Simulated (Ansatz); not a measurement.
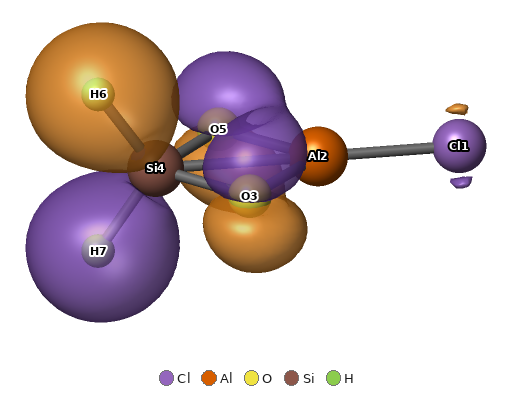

*AlClH2O2Si. One frontier orbital at ±0.1 Å⁻³ᐟ² (orange and purple are the two phases), seen at a tilt.*

Geometry: PBE0-D4/def2-TZVP.

Theory: Ansatz 0.2.0, RKS PBE0-D4/def2-TZVPP.

```tsv
atom	x (Å)	y (Å)	z (Å)
Cl	-2.3041	-2.4024	-0.5007
Al	-0.8906	-0.9402	-0.1988
O	-0.7488	0.7261	-0.6229
Si	0.7358	0.7424	0.1488
O	0.6454	-0.8709	0.5837
H	0.7643	1.6513	1.3188
H	1.8594	1.0258	-0.7746
```

Question: Which orbital is it: HOMO or LUMO?

Answer: The HOMO, at −8.91 eV. By Hirshfeld shares it lies mainly on Si4 (about 25 %), H6 (about 20 %), H7 (about 20 %), O3 (about 15 %) and O5 (about 15 %).
